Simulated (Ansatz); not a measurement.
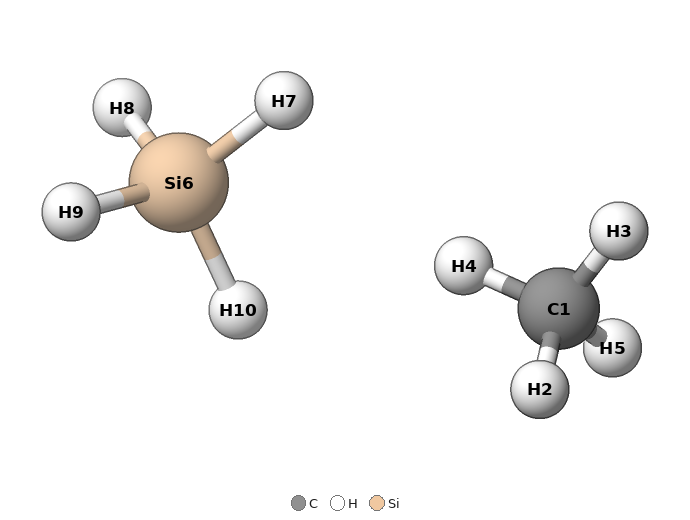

The geometry was computed by an optimisation with PBE-D4/def2-SVP. No frequency run is at hand to confirm it as a minimum.

Which atoms are bonded, and how long are the bonds?

```
   bond  length (Å)   order
  C1–H2       1.106  single
  C1–H3       1.106  single
  C1–H4       1.106  single
  C1–H5       1.106  single
 Si6–H7       1.502  single
 Si6–H8       1.503  single
 Si6–H9       1.503  single
Si6–H10       1.503  single
```
